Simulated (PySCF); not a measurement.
**C₆H₇NO₂: excited-state calculation**

C₆H₇NO₂, SMILES COc1cccc[n+]1[O-], computed with TDDFT PBE0/def2-SVPD, vertical, gas phase, core orbitals frozen in the response (PySCF 2.14.0).

The geometry comes from this level: GFN2-xTB.

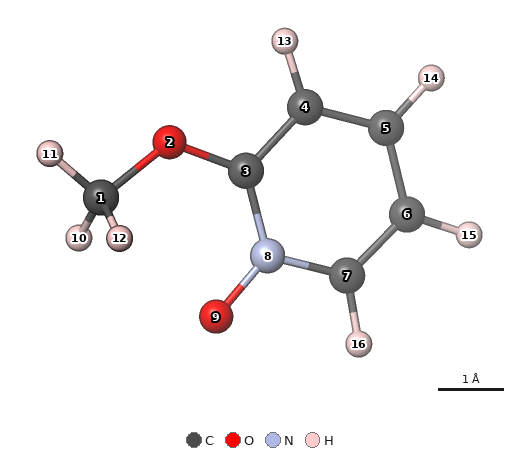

Figure 1. The input geometry (ball-and-stick view, seen at a tilt; atoms are numbered from 1 in the order of the input). Bond lengths as drawn: C–C 1.37 to 1.39 Å, C–H 1.08 to 1.09 Å, C–N 1.35 to 1.37 Å, C–O 1.34 to 1.42 Å and N–O 1.27 Å.

### Results in brief

```tsv
quantity	value
outcome	converged
total energy	−437.180138 hartree
HOMO	−6.13 eV
LUMO	−1.15 eV
dipole moment	2.67 D
mean polarisability	89.10 a.u.
lowest singlet excitation	4.21 eV
hardware	1 CPU thread, shared host
wall time	37 s
peak memory	0.99 GiB
```

### The input
```
{"job": {"kind": "uv", "xc": "PBE0", "basis": "def2-SVPD", "nstates": 6, "ntriplets": 2}, "charge": 0, "multiplicity": 1}
C      2.711258    -0.165943     0.014351
O      1.541450    -0.519434     0.740991
C      0.296443    -0.215583     0.341881
C     -0.725644    -0.643765     1.181342
C     -2.051489    -0.395068     0.886215
C     -2.340650     0.298465    -0.279276
C     -1.308233     0.706910    -1.085626
N     -0.005638     0.466825    -0.803085
O      0.884546     0.881321    -1.606538
H      2.724082    -0.619834    -0.976205
H      3.530032    -0.562106     0.614874
H      2.813593     0.914242    -0.086467
H     -0.432959    -1.177196     2.070726
H     -2.832533    -0.733260     1.546334
H     -3.355064     0.523261    -0.564782
H     -1.456792     1.250110    -2.006146
```

The first line tells a small driver script what to run in PySCF; the rest is the geometry in Å.

Launch command:
```bash
OMP_NUM_THREADS=1 python <driver script> task.json out
```

### Output
```
coarse grid: 14096 points
cycle   1  E = -436.9234056296  dE =  1.832e+00  |g| = 9.641e-01  |ddm| = 1.279e+01
cycle   2  E = -436.0986039767  dE =  8.248e-01  |g| = 2.204e+00  |ddm| = 3.842e+00
cycle   3  E = -437.0686774719  dE = -9.701e-01  |g| = 3.995e-01  |ddm| = 3.102e+00
cycle   4  E = -437.1012876838  dE = -3.261e-02  |g| = 1.750e-01  |ddm| = 9.208e-01
cycle   5  E = -437.1080228835  dE = -6.735e-03  |g| = 5.002e-02  |ddm| = 3.837e-01
cycle   6  E = -437.1086336813  dE = -6.108e-04  |g| = 1.186e-02  |ddm| = 2.529e-01
cycle   7  E = -437.1086628543  dE = -2.917e-05  |g| = 4.547e-03  |ddm| = 3.464e-02
cycle   8  E = -437.1086674487  dE = -4.594e-06  |g| = 7.519e-04  |ddm| = 1.460e-02
final grid: 138264 points
cycle   9  E = -437.1801032627  dE = -2.915e-05  |g| = 1.305e-02  |ddm| = 2.142e-01
cycle  10  E = -437.1800238574  dE =  7.941e-05  |g| = 2.371e-02  |ddm| = 7.752e-02
cycle  11  E = -437.1801359839  dE = -1.121e-04  |g| = 3.191e-03  |ddm| = 4.653e-02
cycle  12  E = -437.1801382076  dE = -2.224e-06  |g| = 7.226e-04  |ddm| = 5.474e-03
cycle  13  E = -437.1801383143  dE = -1.067e-07  |g| = 2.452e-04  |ddm| = 1.444e-03
cycle  14  E = -437.1801383282  dE = -1.387e-08  |g| = 6.522e-05  |ddm| = 6.801e-04
cycle  15  E = -437.1801383291  dE = -8.779e-10  |g| = 3.107e-05  |ddm| = 2.442e-04
```

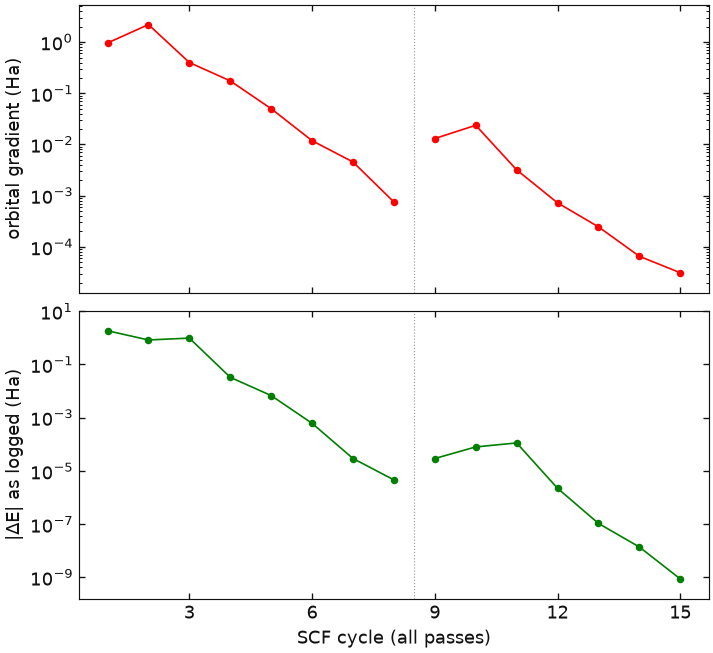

Figure 2. Convergence of the self-consistent field: orbital gradient and size of the energy change against the SCF cycle. The dotted line marks the change from a coarse to the final integration grid. The first 8 cycles use a coarse grid, the final grid takes over at cycle 9, and the field converges after 15 cycles in all.

```
converged SCF energy = -437.1801383291

Static polarisability (au): isotropic 89.102, principal 52.160 94.307 120.839

Singlet excitations
state   eV       nm        f      main configurations
  1   4.2089    294.6   0.05339   H->L 0.57, H->L+1 0.31
  2   4.4101    281.1   0.00012   H-1->L 0.97
  3   4.7581    260.6   0.09164   H->L+1 0.58, H->L 0.35
  4   5.3182    233.1   0.00007   H-1->L+1 0.98
  5   5.6968    217.6   0.24054   H-2->L 0.86, H->L+1 0.09
  6   5.8236    212.9   0.00160   H->L+2 0.87, H->L+3 0.09

Triplet excitations (Tamm-Dancoff, eV): 2.7460 3.6959
```

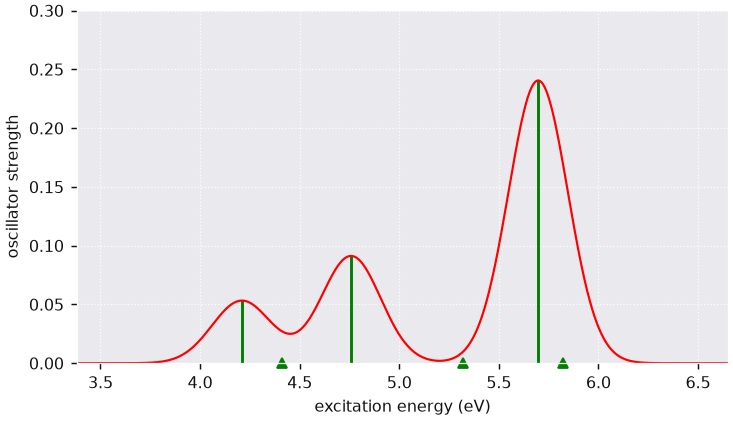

Figure 3. Computed excitations as sticks (degenerate states added up, dark ones marked on the axis), with a Gaussian envelope of 0.35 eV full width at half maximum, scaled to the tallest. Of the 6 states the lowest lies at 4.21 eV (f = 0.053); the strongest line is at 5.70 eV, or 218 nm (f = 0.241).

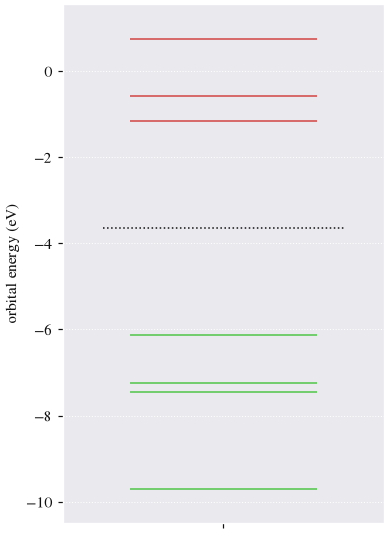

Figure 4. Orbital energies near the frontier; the dotted line parts filled from empty levels, and levels within 0.02 eV of each other stand side by side. Highest filled −6.13 eV, lowest empty −1.15 eV, 4.98 eV apart.
